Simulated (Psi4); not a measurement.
# r2SCAN/def2-SVPD run of BNH4S (SMILES NBS)

What is the vertical electron affinity of BNH4S at r2SCAN/def2-SVPD? 

The calculation is run with Psi4 1.11.

2 further runs of the same task are left out: 2 set aside as unsound or not needed.

## (1) The system as given

BNH4S: 7 atoms, total charge 0, spin state singlet. SMILES: `NBS`. The coordinates come from a PBE0-D4/def2-TZVP relaxation. This is one conformer, not always the lowest.

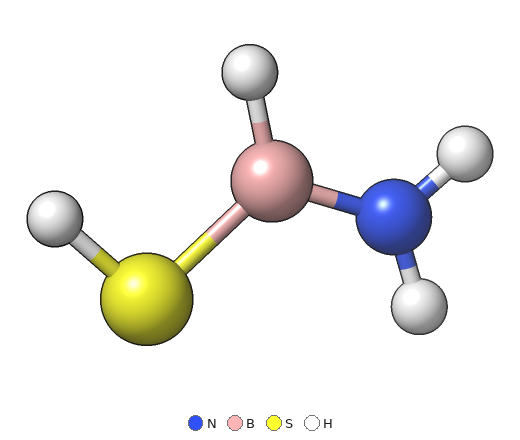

The structure, seen from a chosen angle (nitrogen blue, boron pink, sulfur yellow, hydrogen white).

## (2) Energy and forces at r2SCAN/def2-SVPD

bh4ns.xyz reads:

```xyz
7
BH4NS
N     -0.919200     0.393200    -0.612100
B      0.157000     0.144300     0.234100
S      1.088800    -1.407600     0.086000
H     -1.235600    -0.240300    -1.326500
H     -1.454400     1.241200    -0.555600
H      0.466100     0.952200     1.056600
H      1.958600    -1.151000     1.071800
```

run.py reads:

```python
import psi4

psi4.set_memory(1600000000)
psi4.set_num_threads(1)
psi4.core.set_output_file('bh4ns.out', False)

with open('bh4ns.xyz') as f:
    atoms = ''.join(f.readlines()[2:])
m = psi4.geometry('0 1\n' + atoms + 'symmetry c1\nno_reorient\nno_com')

psi4.set_options({
    'basis': 'def2-SVPD',
    'reference': 'rks',
    'puream': True,
    'e_convergence': 1e-09,
    'd_convergence': 1e-08,
    'scf_type': 'pk',
    'dft_radial_points': 99,
    'dft_spherical_points': 590,
})

e_tot, wfn = psi4.gradient("r2scan", return_wfn=True)
psi4.oeprop(wfn, "LOWDIN_CHARGES", "DIPOLE", "WIBERG_LOWDIN_INDICES")
print('gradient / Eh bohr^-1')
print(e_tot.np.round(6))
print(f'energy = {wfn.energy():.10f} Eh')
```

Command:

```console
python run.py
```

bh4ns.out:

```text
[...]
  Running in c1 symmetry.
[...]
  Nuclear repulsion =   89.580008286477721
[...]
  Multiplicity = 1
[...]
  Nalpha       = 16
  Nbeta        = 16
[...]
    Number of basis functions: 99
[...]
   @RKS iter   1:  -479.72157603878975   -1.03445e-01   7.90870e-03 DIIS/ADIIS
[...]
   @RKS iter  11:  -480.02089392533435   -3.95062e-11   6.96069e-09 DIIS
[...]
    Orbital Energies [Eh]
    ---------------------
    Doubly Occupied:
       1A    -88.521729     2A    -14.180313     3A     -7.852475
       4A     -6.653455     5A     -5.802984     6A     -5.798672
       7A     -5.795502     8A     -0.835573     9A     -0.694395
      10A     -0.494839    11A     -0.490936    12A     -0.378566
      13A     -0.371482    14A     -0.297799    15A     -0.284931
      16A     -0.231973
[...]
  @RKS Final Energy:  -480.02089392533435
   => Energetics <=
    Nuclear Repulsion Energy =             89.5800082864777210
    One-Electron Energy =                -837.4541931835665309
    Two-Electron Energy =                 305.9248849860274504
    DFT Exchange-Correlation Energy =     -38.0715940142730744
    Empirical Dispersion Energy =           0.0000000000000000
    VV10 Nonlocal Energy =                  0.0000000000000000
    Total Energy =                       -480.0208939253343488
[...]
  -Total Gradient:
     Atom            X                  Y                   Z
    ------   -----------------  -----------------  -----------------
       1       -0.000183440754     0.000335488274     0.000045586396
       2       -0.000696441137    -0.000551884342    -0.001011405274
       3        0.001158306125     0.004506925438     0.004055386835
       4        0.001793121131     0.003298139121     0.003857114855
       5        0.002804391252    -0.004191160391    -0.000128399017
       6       -0.001353204142    -0.002694110829    -0.003048769174
       7       -0.003302600059    -0.000632791220    -0.003516316076
[...]
 Multipole Moments:
 ------------------------------------------------------------------------------------
     Multipole            Electronic (a.u.)      Nuclear  (a.u.)        Total (a.u.)
 ------------------------------------------------------------------------------------
 L = 1.  Multiply by 2.5417464519 to convert [e a0] to [Debye]
 Dipole X            :        -22.2291270           21.7433778           -0.4857492
 Dipole Y            :         34.9125005          -34.4791870            0.4333135
 Dipole Z            :          2.6490061           -2.8192824           -0.1702763
 Magnitude           :                                                    0.6728350
[...]
```

Standard output:

```text
gradient / Eh bohr^-1
[[-1.830e-04  3.350e-04  4.600e-05]
 [-6.960e-04 -5.520e-04 -1.011e-03]
 [ 1.158e-03  4.507e-03  4.055e-03]
 [ 1.793e-03  3.298e-03  3.857e-03]
 [ 2.804e-03 -4.191e-03 -1.280e-04]
 [-1.353e-03 -2.694e-03 -3.049e-03]
 [-3.303e-03 -6.330e-04 -3.516e-03]]
energy = -480.0208939253 Eh
```

It took 47 s on 1 thread of AMD EPYC 7R43 (Zen 3), shared host; peak memory 0.77 GiB.

## (3) The doublet anion: the energy at U-r2SCAN/def2-SVPD

job.json reads:

```json
{
 "schema_name": "qcschema_input",
 "schema_version": 1,
 "molecule": {
  "schema_name": "qcschema_molecule",
  "schema_version": 2,
  "symbols": ["N", "B", "S", "H", "H", "H", "H"],
  "geometry": [-1.73703625, 0.74304031, -1.15670136, 0.296687, 0.27268748, 0.44238489, 2.0575338, -2.65997849, 0.16251645, -2.3349456, -0.45410119, -2.5067217, -2.74841768, 2.34552807, -1.04993183, 0.88080135, 1.79939722, 1.99668462, 3.70121759, -2.17507477, 2.02540846],
  "molecular_charge": -1,
  "molecular_multiplicity": 2,
  "fix_symmetry": "c1",
  "fix_com": true,
  "fix_orientation": true
 },
 "driver": "energy",
 "model": {
  "method": "r2scan",
  "basis": "def2-SVPD"
 },
 "keywords": {
  "reference": "uks",
  "puream": true,
  "e_convergence": 1e-09,
  "d_convergence": 1e-08,
  "scf_type": "pk",
  "dft_radial_points": 99,
  "dft_spherical_points": 590,
  "maxiter": 200,
  "scf_properties": ["QUADRUPOLE", "WIBERG_LOWDIN_INDICES", "MAYER_INDICES"]
 }
}
```

Command:

```console
psi4 --qcschema job.json -n 1 --memory 1600MB
```

stdout:

```text
[...]
  Running in c1 symmetry.
[...]
  Nuclear repulsion =   89.580008385066506
[...]
  Multiplicity = 2
[...]
  Nalpha       = 17
  Nbeta        = 16
[...]
    Number of basis functions: 99
[...]
   @UKS iter   1:  -479.40622200403084    2.11909e-01   9.80062e-03 ADIIS/DIIS
[...]
   @UKS iter  18:  -479.97531597411279   -8.58336e-12   5.45033e-09 DIIS
[...]
   @S^2 Observed:                7.511522431E-01
[...]
    Orbital Energies [Eh]
    ---------------------
    Alpha Occupied:
       1A    -88.361579     2A    -14.013052     3A     -7.692603
       4A     -6.491017     5A     -5.642984     6A     -5.638748
       7A     -5.635986     8A     -0.670872     9A     -0.536130
      10A     -0.332633    11A     -0.326542    12A     -0.220000
      13A     -0.212798    14A     -0.137385    15A     -0.128523
      16A     -0.075494    17A      0.097409
    Alpha Virtual:
      18A      0.129413    19A      0.144654    20A      0.145737
      21A      0.149195    22A      0.174193    23A      0.185866
      24A      0.203827    25A      0.236062    26A      0.250569
[...]
  @UKS Final Energy:  -479.97531597411279
   => Energetics <=
    Nuclear Repulsion Energy =             89.5800083850665061
    One-Electron Energy =                -842.5545805139861386
    Two-Electron Energy =                 311.1833566542806011
    DFT Exchange-Correlation Energy =     -38.1841004994738142
    Empirical Dispersion Energy =           0.0000000000000000
    VV10 Nonlocal Energy =                  0.0000000000000000
    Total Energy =                       -479.9753159741127888
[...]
 Multipole Moments:
 ------------------------------------------------------------------------------------
     Multipole            Electronic (a.u.)      Nuclear  (a.u.)        Total (a.u.)
 ------------------------------------------------------------------------------------
 L = 1.  Multiply by 2.5417464519 to convert [e a0] to [Debye]
 Dipole X            :        -22.3198362           21.7433777           -0.5764585
 Dipole Y            :         34.4521931          -34.4791869           -0.0269938
 Dipole Z            :          2.2761039           -2.8192823           -0.5431784
 Magnitude           :                                                    0.7925124
 L = 2.  Multiply by 1.3450342976 to convert [e a0^2] to [Debye ang]
 Quadrupole XX       :       -150.6627606          116.7768992          -33.8858614
 Quadrupole XY       :        111.4709267         -108.0499347            3.4209920
[...]
```

The result, in JSON:

```text
{
 "driver": "energy",
 "model": {
  "method": "r2scan",
  "basis": "def2-SVPD"
 },
 "success": true,
 "return_result": -479.9753159741128,
 "properties": {
  "calcinfo_nbasis": 99,
  "calcinfo_nmo": 99,
  "calcinfo_nalpha": 17,
  "calcinfo_nbeta": 16,
  "calcinfo_natom": 7,
  "nuclear_repulsion_energy": 89.5800083850665,
  "return_energy": -479.9753159741128,
  "scf_one_electron_energy": -842.5545805139861,
  "scf_two_electron_energy": 311.1833566542806,
  "scf_xc_energy": -38.184100499473814,
  "scf_dipole_moment": [-0.5764585248793175, -0.026993845334153832, -0.5431783756257347],
  "scf_total_energy": -479.9753159741128,
  "scf_iterations": 18
 }
}
```

Run time: 1.7 min. Hardware: 1 thread of AMD EPYC 7R43 (Zen 3), shared host; peak memory 0.78 GiB.

## (4) Outcome

At r2SCAN/def2-SVPD:

| quantity | value |
| --- | --- |
| singlet BNH4S: total energy | -480.02089 Eh |
| singlet BNH4S: dipole moment | 1.71 D |
| singlet BNH4S: HOMO energy | -6.31 eV |
| singlet BNH4S: LUMO energy | -0.21 eV |
| singlet BNH4S: HOMO–LUMO gap | 6.10 eV |
| singlet BNH4S: largest force on an atom | 0.317 eV/Å |
| doublet anion: total energy | -479.97532 Eh |
| doublet anion: HOMO energy (highest over α and β) | 2.65 eV |
| doublet anion: LUMO energy (lowest over α and β) | 3.52 eV |
| doublet anion: ⟨S²⟩ | 0.751 |
| vertical electron affinity (to the doublet anion) | -1.240 eV |

In words: The anion lies 1.24 eV (120 kJ/mol) above the neutral: the electron isn't bound at this level, and such a value depends on the basis. The largest force (singlet BNH4S) is 0.32 eV/Å: the shape isn't a stationary point for this species at this level. The HOMO (doublet anion) lies at positive energy, 2.65 eV, as semi-local functionals often give for anions; only total energies tell whether the electron is bound.
